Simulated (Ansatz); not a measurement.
## A computed series for HfSiO4: response to strain

Base system: HfSiO4 (space group I4_1/amd, No. 141; a = 6.582 Å, c = 5.966 Å). Axes: x, y, z lie along a, b, c of the conventional cell.

Strains are applied to the cell and any free atomic positions relax; under biaxial strain the out-of-plane vector relaxes too.

The values are results of Ansatz (an electronic-structure program) PBEsol, no SOC, not measurements.

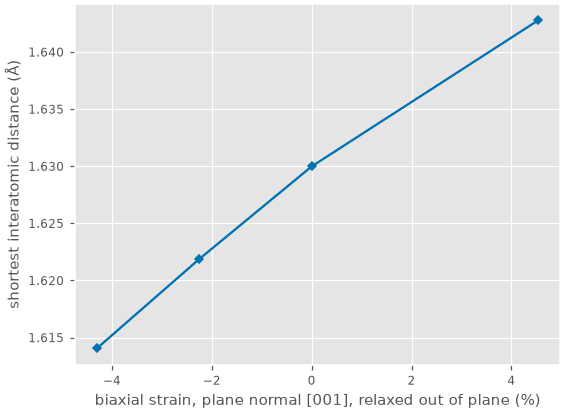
Fig. 1. Shortest interatomic distance against biaxial strain, plane normal [001], relaxed out of plane

Task: From the plot, what is the shortest interatomic distance for biaxial strain −4.30 %, plane normal [001], relaxed out of plane?

Result: About 1.614 Å.

Task: Is the trend monotonic over the range shown?

Result: Yes, it rises throughout, spanning 1.614 Å to 1.643 Å.

Stability against distortions was not tested.
